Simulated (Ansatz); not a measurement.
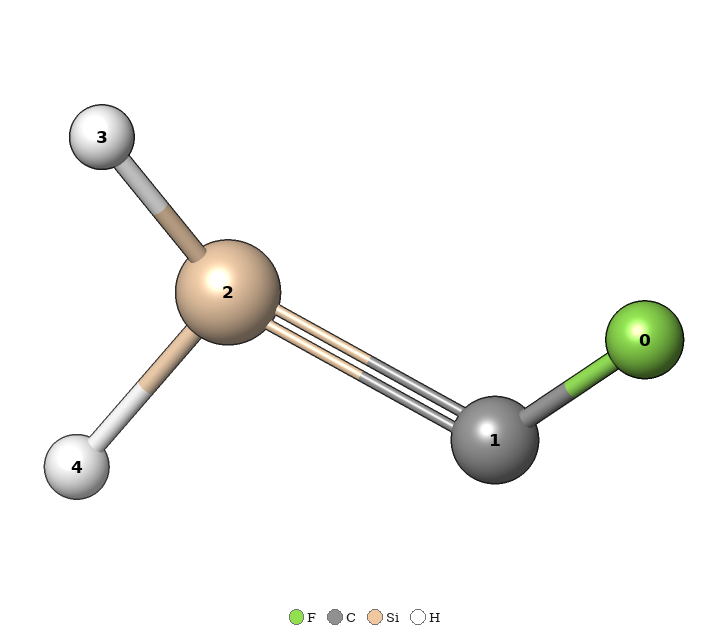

The picture shows the input geometry. Atoms are numbered from 0, in the order of the input.

Ansatz 0.2.0 input:

```yaml
crystal:
  periodic: [false, false, false]
  atoms:
    - {symbol: F, position_ang: [0.523941, -1.642086, 1.415279]}
    - {symbol: C, position_ang: [0.753351, -0.429932, 0.996841]}
    - {symbol: Si, position_ang: [-0.461888, 0.352654, -0.334372]}
    - {symbol: H, position_ang: [-1.257550, -0.064195, -1.409624]}
    - {symbol: H, position_ang: [0.200420, 1.747047, -0.721777]}
basis:
  gaussian: {orbitals: def2-SVP}
magnetization: {spin_polarized: true, initial_magnetization: 1}
hamiltonian: {xc: {name: wB97X-V}}
relax: {f_tol: 0.2, max_steps: 80, max_displacement: 0.05}
```

Command:

```sh
ansatz run in.yaml --threads 2 --pin off --events-out ev --progress --plain --max-ram 3481MiB
```

Output (its end):

```
mean field -11651.56980834 eV, -428.1872927390 hartree, gradient 1.9e-5 eV, S^2 0.807399; 5 other end points of the search recorded, 0 dependent functions left out
the calculation of the forces begins
reference -11651.56980728 eV, -428.1872927000 hartree; 16, 15 occupied and 40, 41 virtual orbitals, 590 factors
Total energy: -11651.56980728 eV, -428.1872927000 hartree
Atom 0 at     0.544645    -1.605389     1.436359 Å, force     0.045967    -0.024893     0.024256 eV/Å
Atom 1 at     0.566627    -0.464391     0.818886 Å, force    -0.085861     0.010982    -0.011116 eV/Å
Atom 2 at    -0.324456     0.441112    -0.329303 Å, force     0.029497    -0.059241    -0.036235 eV/Å
Atom 3 at    -1.232503    -0.179572    -1.321948 Å, force    -0.065413    -0.068463     0.000531 eV/Å
Atom 4 at     0.203961     1.771729    -0.657646 Å, force     0.075809     0.141615     0.022563 eV/Å
Dipole moment:    -0.161138     0.129792    -0.182376 e Å
```

The run converged.
